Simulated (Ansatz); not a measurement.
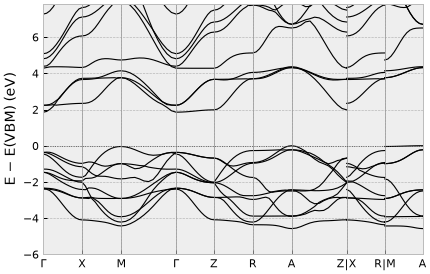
*Band structure from PBEsol (plane waves, PAW; program Ansatz)*

Read off the gap and where the band edges lie.

About 1.9 eV (1.85 eV by a search for the band edges); maximum at A, minimum at Γ.

Pick the material that matches.
(A) SnO2, rutile
(B) FeBiO3, P4mm (Fe on 1a, Bi on 1b, O on 1a, O on 2c)
(C) BaCuSF, P4/nmm (Ba on 2c, Cu on 2b, S on 2c, F on 2a)
(D) BaTiO3, P4mm (Ba on 1b, Ti on 1a, O on 2c, O on 1a)

D, BaTiO3, P4mm (Ba on 1b, Ti on 1a, O on 2c, O on 1a)

The PBEsol relaxation kept the symmetry of its start. No spin polarisation was allowed. Spin–orbit coupling is left out wherever it is not named.

Potentials: the earlier of the program's two PAW sets. The files were generated under PBE; for other functionals the program regenerates the frozen cores, and for LDA and PBEsol the local potential too.
